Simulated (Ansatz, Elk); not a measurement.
# Bonding as seen by X-rays: NaCuS2

The structure of NaCuS2 used here is made up (a known structure type with other elements) and was relaxed beforehand with PBEsol. The aim is the Fourier transform of its all-electron density, F(hkl), set beside the sum over free spherical atoms that refinements use.

Method: DFT, PBE, all-electron APW+lo, Dirac cores, scalar-relativistic bands, static density, no spin, in Elk 11.2.3 (patched build).

The structure was built from a prototype and need not be the compound's stable phase.

## (1) Starting point

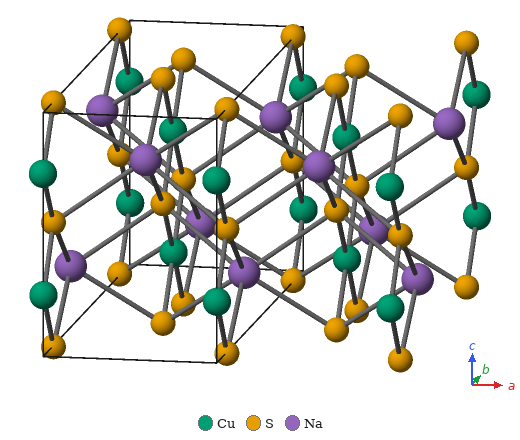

Start, viewed slightly off an axis; copper teal, sulfur orange, sodium purple. 2×1×1 cells are drawn. This picture shows the conventional cell, with its axes. Some periodic images of atoms are drawn too.

## (2) Ground state and structure factors

An all-electron density is needed, since X-rays see the cores too. Task 0 finds the density and task 195 Fourier-transforms it; tshift is off so that phases refer to the origin typed.

elk.in reads:

```
tasks
  0
  195

xctype
  20

spinpol
  .false.

rgkmax
  7.0

gmaxvr
  14.0

lmaxo
  7

lmaxapw
  8

swidth
  0.002

tshift
  .false.

ramdisk
  .false.

hmaxvr
  5.5

maxscl
  120

epspot
  1e-06

sppath
  './'

avec
  4.38140785046 -11.60460258801 0.00000000000
  4.38140785046 11.60460258801 0.00000000000
  0.00000000000 0.00000000000 12.36029709479

atoms
  3
  'Cu.in'
  2
  0.0031466462 0.9968533538 0.7500000000   0.000000 0.000000 0.000000
  0.9968533538 0.0031466462 0.2500000000   0.000000 0.000000 0.000000
  'S.in'
  4
  0.8821635185 0.1178364815 0.9951233063   0.000000 0.000000 0.000000
  0.1178364815 0.8821635185 0.0048766937   0.000000 0.000000 0.000000
  0.8821635185 0.1178364815 0.5048766937   0.000000 0.000000 0.000000
  0.1178364815 0.8821635185 0.4951233063   0.000000 0.000000 0.000000
  'Na.in'
  2
  0.3178961118 0.6821038882 0.7500000000   0.000000 0.000000 0.000000
  0.6821038882 0.3178961118 0.2500000000   0.000000 0.000000 0.000000

ngridk
  5 5 4
```

Run with:

```sh
OMP_NUM_THREADS=4 elk
```

Numbers of over 12 decimals in the logs are rounded to 6 here.

The log of the run:

```text
┌─────────────────────────┐
│ Elk code version 11.2.3 │
└─────────────────────────┘

All units are atomic (Hartree, Bohr, etc.)

┌─────────────────────────────────────────────────┐
│ Ground-state run starting from atomic densities │
└─────────────────────────────────────────────────┘

Lattice vectors :
   4.381407850      -11.60460259       0.000000000
   4.381407850       11.60460259       0.000000000
   0.000000000       0.000000000       12.36029709

Reciprocal lattice vectors :
  0.7170281245     -0.2707195382       0.000000000
  0.7170281245      0.2707195382      -0.000000000
  -0.000000000       0.000000000      0.5083361071

Unit cell volume      :    1256.906174
Brillouin zone volume :   0.1973498249

Muffin-tin inner radius fraction :   0.1000000000E-01

Nuclei treated as point charges

Species : 1 (Cu)
 parameters loaded from : Cu.in
 name : copper
 nuclear charge    :   -29.00000000
 electronic charge :    29.00000000
 atomic mass :    115837.2717
 muffin-tin radius :    2.125744718
 number of radial points in muffin-tin :    993
 inner part over the whole radius :   0.9936190691E-02
 number on inner part of muffin-tin    :    699
 approximate nuclear radius :   0.7406004541E-04
 number of mesh points to nuclear radius :    339
 atomic positions (lattice), magnetic fields (Cartesian) :
  1 :   0.00314665 -0.00314665 -0.25000000    0.00000000  0.00000000  0.00000000
  2 :  -0.00314665  0.00314665  0.25000000    0.00000000  0.00000000  0.00000000

Species : 2 (S)
 parameters loaded from : S.in
 name : sulphur
 nuclear charge    :   -16.00000000
 electronic charge :    16.00000000
 atomic mass :    58450.91931
 muffin-tin radius :    1.948599325
 number of radial points in muffin-tin :    793
 inner part over the whole radius :   0.9873715340E-02
 number on inner part of muffin-tin    :    552
 approximate nuclear radius :   0.6195814986E-04
 number of mesh points to nuclear radius :    253
 atomic positions (lattice), magnetic fields (Cartesian) :
  1 :  -0.11783648  0.11783648 -0.00487669    0.00000000  0.00000000  0.00000000
  2 :   0.11783648 -0.11783648  0.00487669    0.00000000  0.00000000  0.00000000
  3 :  -0.11783648  0.11783648 -0.49512331    0.00000000  0.00000000  0.00000000
  4 :   0.11783648 -0.11783648  0.49512331    0.00000000  0.00000000  0.00000000

Species : 3 (Na)
 parameters loaded from : Na.in
 name : sodium
 nuclear charge    :   -11.00000000
 electronic charge :    11.00000000
 atomic mass :    41907.78703
 muffin-tin radius :    2.200000000
 number of radial points in muffin-tin :    793
 inner part over the whole radius :   0.9883648912E-02
 number on inner part of muffin-tin    :    551
 approximate nuclear radius :   0.5574345702E-04
 number of mesh points to nuclear radius :    238
 atomic positions (lattice), magnetic fields (Cartesian) :
  1 :   0.31789611 -0.31789611 -0.25000000    0.00000000  0.00000000  0.00000000
  2 :  -0.31789611  0.31789611  0.25000000    0.00000000  0.00000000  0.00000000

Total number of atoms per unit cell :    8
Total muffin-tin volume :    293.6476965
 ratio of muffin-tin to unit cell volume :   0.2336273801

Spin treatment :
 spin-unpolarised

Number of Bravais lattice symmetries :    8
Number of crystal symmetries         :    8
Crystal has inversion symmetry
Real symmetric eigensolver will be used

k-point grid :      5     5     4
k-point offset :    0.000000000       0.000000000       0.000000000
k-point set is reduced with full crystal symmetry group
Total number of k-points :       27

Muffin-tin radius times maximum |G+k| :    7.000000000
 using average radius
Maximum |G+k| for APW functions       :    3.405106754
Maximum (1/2)|G+k|²                   :    5.797376002
Maximum |G| for potential and density :    14.00000000
Constant for pseudocharge density :    8
 order of it for each species :   15  15  15
 order of it for pair densities of each species (exact exchange by exxq0 0: 16) :   10   8  11
Radial integration step length :    1

[...]
electron entropic           :    -0.64448531423397E-04
 total energy                :     -5231.9874509018

Density of states at Fermi energy :    2.565284775
 (states/Hartree/unit cell)

Estimated indirect band gap :   0.1665933791E-01
 from k-point 9 to k-point 27
Estimated direct band gap   :   0.2986743756E-01
 at k-point 27

Charges :
 core                        :    68.00000000
 valence                     :    76.00000000
 interstitial                :    14.47187784
 muffin-tins (core leakage)
  species : 1 (Cu)
[...]
species : 2 (S)
[...]
species : 3 (Na)
[...]
total in muffin-tins        :    129.5281222
 total calculated charge     :    143.9955128
 total charge                :    144.0000000
 error                       :   0.4487226087E-02

RMS change in Kohn-Sham potential (target) :   0.8007123549     (  0.1000000000E-05)
Absolute change in total energy (target)   :    1.197535457     (  0.1000000000E-03)

[... loops 3 to 16 left out ...]

┌──────────────────┐
│ Loop number : 17 │
└──────────────────┘

Energies :
 Fermi                       :     0.66277606269529E-01
 sum of occupied eigenvalues :     -2972.5113474085
 electron kinetic            :      5295.7612095250
 core electron kinetic       :      4773.5311698684
 Coulomb                     :     -10261.010949326
 Coulomb potential           :     -7922.8254439287
 nuclear-nuclear             :     -594.55180671918
 electron-nuclear            :     -11422.867696452
 Hartree                     :      1756.4085538449
 Madelung                    :     -6299.5982273615
 xc potential                :     -345.44711300473
 exchange                    :     -260.50713973840
 correlation                 :     -6.078109
 electron entropic           :    -0.86340771803270E-04
 total energy                :     -5231.8350744196

Density of states at Fermi energy :    4.294347170
 (states/Hartree/unit cell)

Estimated indirect band gap :   0.1122313593E-01
 from k-point 1 to k-point 27
Estimated direct band gap   :   0.1785855773E-01
 at k-point 27

Charges :
 core                        :    68.00000000
 valence                     :    76.00000000
 interstitial                :    13.59413500
 muffin-tins (core leakage)
  species : 1 (Cu)
[...]
species : 2 (S)
[...]
species : 3 (Na)
[...]
total in muffin-tins        :    130.4058650
 total calculated charge     :    143.9954231
 total charge                :    144.0000000
 error                       :   0.4576855944E-02

RMS change in Kohn-Sham potential (target) :   0.1968103073E-06 (  0.1000000000E-05)
Absolute change in total energy (target)   :   0.1911053278E-04 (  0.1000000000E-03)

Convergence targets achieved

┌──────────────────┐
│ Loop number : 18 │
└──────────────────┘

Energies :
 Fermi                       :     0.66277617276010E-01
 sum of occupied eigenvalues :     -2972.5113390057
 electron kinetic            :      5295.7612154038
 core electron kinetic       :      4773.5311720446
 Coulomb                     :     -10261.010947387
 Coulomb potential           :     -7922.8254485318
 nuclear-nuclear             :     -594.55180671918
 electron-nuclear            :     -11422.867687931
 Hartree                     :      1756.4085472629
 Madelung                    :     -6299.5982231210
 xc potential                :     -345.44710587778
 exchange                    :     -260.50713939621
 correlation                 :     -6.078109
 electron entropic           :    -0.86341940515131E-04
 total energy                :     -5231.8350662583

Density of states at Fermi energy :    4.294421331
 (states/Hartree/unit cell)

Estimated indirect band gap :   0.1122305143E-01
 from k-point 1 to k-point 27
Estimated direct band gap   :   0.1785849167E-01
 at k-point 27

Charges :
 core                        :    68.00000000
 valence                     :    76.00000000
 interstitial                :    13.59413540
 muffin-tins (core leakage)
  species : 1 (Cu)
[...]
species : 2 (S)
[...]
atom 4                    :    13.72592153     (  0.3730901561E-03)
  species : 3 (Na)
   atom 1                    :    10.02788286     ( -0.9715866023E-07)
   atom 2                    :    10.02788286     ( -0.9715866023E-07)
 total in muffin-tins        :    130.4058646
 total calculated charge     :    143.9954231
 total charge                :    144.0000000
 error                       :   0.4576855581E-02

┌──────────────────────────────┐
│ Self-consistent loop stopped │
└──────────────────────────────┘

Warning : core states of species 1 leak from the muffin-tin :   0.7173123467E-03

Warning : core states of species 2 leak from the muffin-tin :   0.3730901561E-03

Wrote STATE.OUT
```

Elapsed: 93 s, on 4 threads of Arm Neoverse V2, shared host; peak memory 0.31 GiB.

SFACRHO.OUT:

```text

h k l indices transformed by vhmat matrix:
   1.000000000       0.000000000       0.000000000    
   0.000000000       1.000000000       0.000000000    
   0.000000000       0.000000000       1.000000000    

      h      k      l  multipl.   |H|            Re(F)            Im(F)           |F|

      0      0      0      1   0.0000000       144.00000      0.15430174E-16   144.00000    
      0      0      1      2  0.50833611     -0.14118587E-13  -0.0000000      0.14118587E-13
     -1      1      0      2  0.54143908       47.195455      0.76313463E-14   47.195455    
      1     -1      1      2  0.74267212      -14.079963      0.10901923E-14   14.079963    
     -1      1      1      2  0.74267212       14.079963      0.10901923E-14   14.079963    
      0      1      0      4  0.76643225       85.901967     -0.32705770E-14   85.901967    
      0     -1      1      4  0.91968690       16.603439      -0.0000000       16.603439    
      1      0     -1      4  0.91968690      -16.603439      0.32705770E-14   16.603439    
      0      0      2      2   1.0166722      -17.103880     -0.19299862E-15   17.103880    
      2     -2      0      2   1.0828782      -2.1718184     -0.54509616E-14   2.1718184    
      1     -2      0      4   1.0833886       36.341117     -0.27254808E-15   36.341117    
      1     -1     -2      2   1.1518588      -32.827732      0.87215386E-14   32.827732    
     -1      1     -2      2   1.1518588      -32.827732     -0.76313463E-14   32.827732    
     -2      2     -1      2   1.1962570       20.547430     -0.40882212E-14   20.547430    
      2     -2     -1      2   1.1962570      -20.547430      0.81764424E-15   20.547430    
     -1      2      1      4   1.1967191       3.2733005      0.32705770E-14   3.2733005    
     -2      1     -1      4   1.1967191      -3.2733005      0.21803846E-14   3.2733005    
      0      1      2      4   1.2732010      -6.4613137      0.10901923E-14   6.4613137
```

Elk indexes on the primitive cell of elk.in and gives |H| = 4π sin θ/λ in inverse bohr. Below, one row stands for each form hkl of the conventional cell (m members, Friedel mates merged), F is for one primitive cell and the density is static (no thermal factor). Free-atom factors are Waasmaier and Kirfel's, and R is Σm||F|−|F'||/Σm|F|.

```csv
hkl,m,sin θ/λ (Å⁻¹),"abs F, DFT",neutral atoms,diff.
001,2,0.076,0.000,0.000,+0.000
020,2,0.081,47.196,47.339,-0.144
021,4,0.112,14.080,14.000,+0.080
110,4,0.115,85.902,85.725,+0.177
111,8,0.138,16.603,16.670,-0.066
002,2,0.153,17.104,18.609,-1.506
040,2,0.163,2.172,0.691,+1.481
130,4,0.163,36.341,37.154,-0.813
022,4,0.173,32.828,33.292,-0.464
041,4,0.180,20.547,20.654,-0.107
131,8,0.180,3.273,3.204,+0.070
112,8,0.192,6.461,7.269,-0.808
200,2,0.216,103.882,104.989,-1.107
042,4,0.223,83.955,84.364,-0.409
132,8,0.223,85.489,86.042,-0.553
201,4,0.229,0.000,0.000,+0.000
003,2,0.229,0.000,0.000,+0.000
150,4,0.230,4.743,3.847,+0.896
```

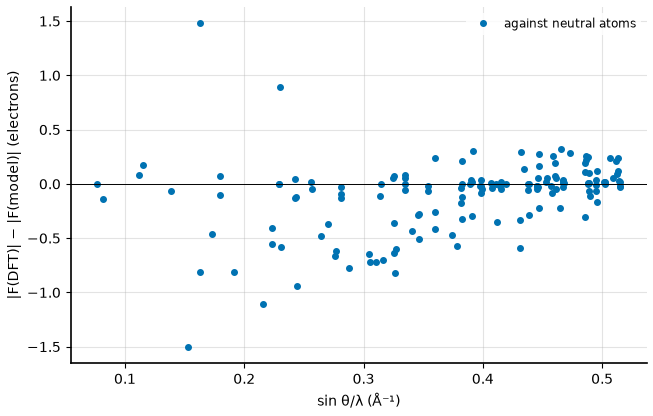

Difference between the calculated structure factors and the independent-atom ones.

## (3) The highest occupied states alone

An energy window below the Fermi level keeps the highest occupied states, to see at which angles they scatter; shallow core shells can lie inside it and anion s states outside. No new self-consistency is needed.

Changes to elk.in since step 2:

```diff
@@ -1,3 +1,2 @@
 tasks
-  0
   195
@@ -40,2 +39,5 @@
 
+wsfac
+  -0.484960 0.366280
+
 sppath
```

Run with:

```sh
OMP_NUM_THREADS=4 elk
```

The log of the run:

```text
┌─────────────────────────────────┐
│ Elk code version 11.2.3 started │
└─────────────────────────────────┘

Info(readinput): the functional depends on the density's gradient
 muffin-tin radial points multiplied by    2.00000
 (not where nrmtscf is given)

┌────────────────────┐
│ Current task : 195 │
└────────────────────┘
Info(checkmt): changed muffin-tin radius of species 1 (Cu) from   2.4000 to   2.1257
Info(checkmt): changed muffin-tin radius of species 2 (S) from   2.2000 to   1.9486

Info(sfacrho): density structure factors written to SFACRHO.OUT

 Energy window :  -0.4849600000      0.3662800000

┌──────────────────┐
│ Elk code stopped │
└──────────────────┘
```

It took 21 s on 4 threads; peak memory 0.24 GiB.

States within 15 eV below the Fermi level hold 48.00 electrons; any levels below the window count with the cores. Their amplitudes can exceed the total, where window and core parts have opposite phase:

```csv
hkl,sin θ/λ (Å⁻¹),"abs F, window","abs F, all"
001,0.076,0.000,0.000
020,0.081,20.934,47.196
021,0.112,0.075,14.080
110,0.115,29.782,85.902
111,0.138,0.101,16.603
002,0.153,3.571,17.104
040,0.163,4.205,2.172
130,0.163,8.820,36.341
022,0.173,14.028,32.828
041,0.180,1.055,20.547
```

## (4) Another functional

The difference from free atoms is small, so it is set against the change that LDA (Perdew-Wang) makes.

Changes to elk.in since step 3:

```diff
@@ -1,2 +1,3 @@
 tasks
+  0
   195
@@ -4,3 +5,3 @@
 xctype
-  20
+  3
 
@@ -39,5 +40,2 @@
 
-wsfac
-  -0.484960 0.366280
-
 sppath
```

Run with:

```sh
OMP_NUM_THREADS=4 elk
```

The log of the run:

```text
┌─────────────────────────┐
│ Elk code version 11.2.3 │
└─────────────────────────┘

All units are atomic (Hartree, Bohr, etc.)

┌─────────────────────────────────────────────────┐
│ Ground-state run starting from atomic densities │
└─────────────────────────────────────────────────┘

Lattice vectors :
   4.381407850      -11.60460259       0.000000000
   4.381407850       11.60460259       0.000000000
   0.000000000       0.000000000       12.36029709

Reciprocal lattice vectors :
  0.7170281245     -0.2707195382       0.000000000
[...]
species : 3 (Na)
   atom 1                    :    10.03195170     ( -0.1555072448E-05)
   atom 2                    :    10.03195170     ( -0.1555072448E-05)
 total in muffin-tins        :    130.3751279
 total calculated charge     :    143.9953851
 total charge                :    144.0000000
 error                       :   0.4614887963E-02

┌──────────────────────────────┐
│ Self-consistent loop stopped │
└──────────────────────────────┘

Warning : core states of species 1 leak from the muffin-tin :   0.7489255609E-03

Warning : core states of species 2 leak from the muffin-tin :   0.3713860544E-03

Wrote STATE.OUT
[key lines of the parts left out:]
total energy                :     -5220.5047990632
```

It took 70 s on 4 threads; peak memory 0.3 GiB; 4 min of CPU time.

Against the first run R = 0.10 %; the largest change is +0.112 at 002.

## (5) Basis size

A smaller basis shows how fast F responds to it; the change is likely larger than the basis error of the first run, but doesn't show convergence.

Changes to elk.in since step 4:

```diff
@@ -5,3 +5,3 @@
 xctype
-  3
+  20
 
@@ -11,3 +11,3 @@
 rgkmax
-  7.0
+  5.5
```

Run with:

```sh
OMP_NUM_THREADS=4 elk
```

The log of the run:

```text
┌─────────────────────────┐
│ Elk code version 11.2.3 │
└─────────────────────────┘

All units are atomic (Hartree, Bohr, etc.)

┌─────────────────────────────────────────────────┐
│ Ground-state run starting from atomic densities │
└─────────────────────────────────────────────────┘

Lattice vectors :
   4.381407850      -11.60460259       0.000000000
   4.381407850       11.60460259       0.000000000
   0.000000000       0.000000000       12.36029709

Reciprocal lattice vectors :
  0.7170281245     -0.2707195382       0.000000000
[...]
species : 3 (Na)
   atom 1                    :    10.02463993     ( -0.9715865712E-07)
   atom 2                    :    10.02463993     ( -0.9715865712E-07)
 total in muffin-tins        :    130.1824172
 total calculated charge     :    143.9963846
 total charge                :    144.0000000
 error                       :   0.3615417223E-02

┌──────────────────────────────┐
│ Self-consistent loop stopped │
└──────────────────────────────┘

Warning : core states of species 1 leak from the muffin-tin :   0.7174730091E-03

Warning : core states of species 2 leak from the muffin-tin :   0.3713527431E-03

Wrote STATE.OUT
[key lines of the parts left out:]
total energy                :     -5231.6610323996
```

The job ended after 57 s (4 threads; peak memory 0.24 GiB).

Against the first run R = 0.10 %; the largest change is -0.095 at 200.

## (6) Settings against the effect

```csv
run,R against the first run (%),"R against neutral atoms, low angle (%)",wall time
"PBE, rgkmax 7",0.00,1.38,93 s
LDA (Perdew-Wang),0.10,1.39,70 s
rgkmax 5.5,0.10,1.43,57 s
```

## (7) Summary of results

- R against neutral atoms, sin θ/λ < 0.3 Å⁻¹: 1.38 %
- R against neutral atoms, 0.3 to 0.52 Å⁻¹: 0.74 %

**Reading.** Independent neutral atoms miss the calculated amplitudes by R = 1.38 % below 0.3 Å⁻¹ and 0.74 % from there to 0.52 Å⁻¹; by shells, 0.29 % below 0.15 Å⁻¹ (4 forms), 1.58 % 0.15 to 0.3 (26 forms), 0.89 % 0.3 to 0.45 (64 forms), 0.51 % above 0.45 (47 forms). Bonding, aspherical density and the tables' own atoms all enter these figures, and the runs don't part them. The largest change of an amplitude is -1.51 electrons, at 002. Weak lines can change much in proportion: 040 goes from 0.69 to 2.17. The window's part falls from 48.0 electrons at the origin to at most 5.71 between 0.45 and 0.52 Å⁻¹, where compact states inside the window still scatter. Below 0.3 Å⁻¹ the changes that finished (LDA (Perdew-Wang) and rgkmax 5.5) move F by R = 0.10 % at most, against the 1.38 % that separates it from free atoms. The k-mesh has no finished test. These runs have no spin, though d or f shells may be open. Part of the difference isn't bonding: the tables are fits to free atoms and ions calculated by other methods than this functional. Thermal motion, anomalous dispersion and extinction are left out.

[Logs are printed without paths, hosts, clocks, repeated set-up lines and the standing remarks that a program may print on its own settings, such as how far it seeks lower states.]

[Hosts, paths, dates, database ids (printed as entryN), source tags and the programs' standing remarks are cut or masked in the printed files.]
